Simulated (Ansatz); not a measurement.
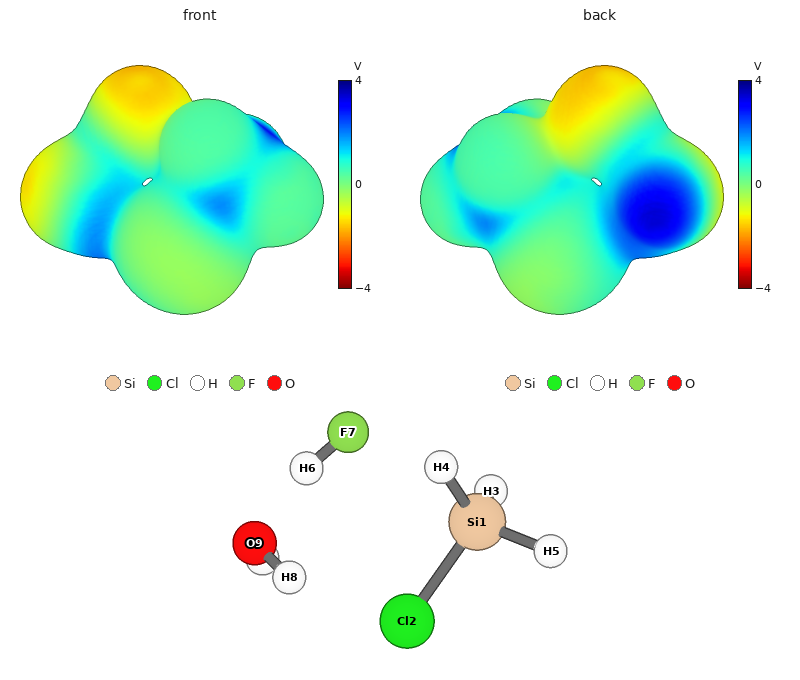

The picture shows: ClH3Si···HF···H2O. The electrostatic potential painted on the density surface at 0.004 e/bohr³, seen from the front and from behind; the colour scale runs from red (negative) to blue (positive). The bare structure is drawn below in the same view.

All numbers below come from RKS BLYP/def2-SVP (Ansatz 0.2.0).

```xyz
10

Si   -1.5672    0.7562    0.4499
Cl   -0.0585    1.7034   -0.7279
H    -2.0144   -0.4814   -0.2444
H    -1.0440    0.5453    1.8261
H    -2.6840    1.7547    0.4727
H     1.0896   -1.3076    0.3060
F     0.2699   -1.5560    0.7673
H     1.7619    0.2420   -0.6907
O     2.2056   -0.6378   -0.6359
H     2.0412   -1.0189   -1.5231
```

### Describe the electrostatic potential map.

The most negative region (about −1.7 V) lies over F7, the most positive (about +3.3 V) over H10.
